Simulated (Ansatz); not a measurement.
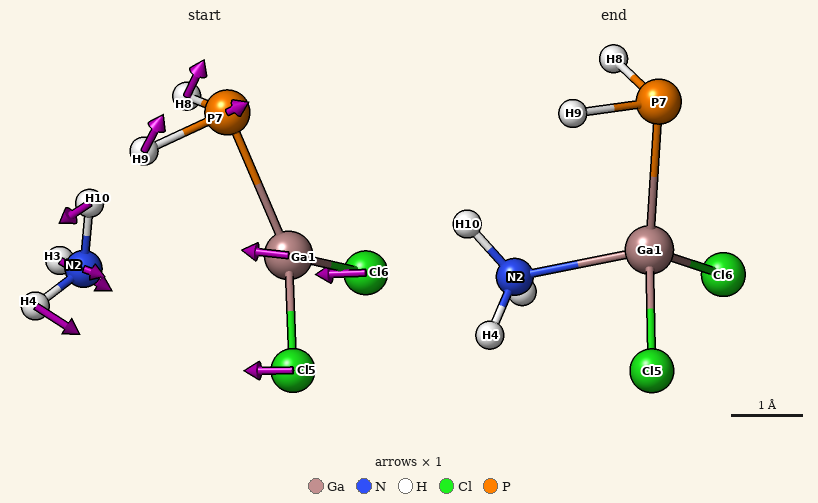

The structure of GaPNH5Cl2 before (left) and after (right) a relaxation, at one scale. The purple arrows give the displacements, at their true length.

The picture is a ball-and-stick view, seen at a tilt.

The run prepares an end point of a later path (reaction) calculation, from a guessed geometry.

The calculation used RKS PBE0/def2-SVP in Ansatz.

The input:
```yaml
crystal:
  periodic: [false, false, false]
  atoms:
    - { symbol: Ga, position_ang: [-0.237909, 0.721834, -0.546254] }
    - { symbol: "N", position_ang: [-0.29498, 0.047138, 2.489067] }
    - { symbol: H, position_ang: [-1.02205, -0.428581, 3.013955] }
    - { symbol: H, position_ang: [0.573283, -0.020614, 3.010379] }
    - { symbol: Cl, position_ang: [1.807207, 0.277614, -1.035701] }
    - { symbol: Cl, position_ang: [-1.717701, -0.641049, -1.3001] }
    - { symbol: P, position_ang: [-0.84863, 2.722298, 0.400569] }
    - { symbol: H, position_ang: [-1.84835, 2.13844, 1.234373] }
    - { symbol: H, position_ang: [0.167424, 2.679233, 1.399878] }
    - { symbol: H, position_ang: [-0.547194, 1.051288, 2.415834] }
basis:
  gaussian: { orbitals: def2-SVP }
hamiltonian:
  xc: pbe0
relax:
  f_tol: 0.03
  max_steps: 50
```

Launched with:
```bash
ansatz run input.yaml --threads 4 --pin off --max-ram 5120MiB --backend cpu --events-out ev --progress --plain --runs-dir out
```

**Summarise the run.**

Over 9 geometry steps the energy falls by 1.068 eV. Largest force component: 0.95 eV/Å at the start, 0.0058 eV/Å at the end. The atom that moves furthest after the best rigid fit is H3 (0.88 Å). Largest moves by element: H 0.88 Å, Cl 0.78 Å, Ga 0.72 Å, P 0.39 Å, N 0.34 Å. Near-neighbour distances that change, for instance: Ga1–N2 3.110 → 2.105 Å, Ga1–Cl5 2.149 → 2.191 Å, Ga1–P7 2.296 → 2.321 Å, N2–H10 1.038 → 1.020 Å. New bonds form, among them: Ga1–N2 (3.11 → 2.11 Å). Among the angles between lasting bonds that change: Cl5–Ga1–P7 121.8° → 117.9°, Cl6–Ga1–P7 120.9° → 117.9°, Cl5–Ga1–Cl6 116.4° → 113.4°. Cost: 27 s on 4 threads of Arm Neoverse V1, on a shared host, peak memory 0.36 GiB.
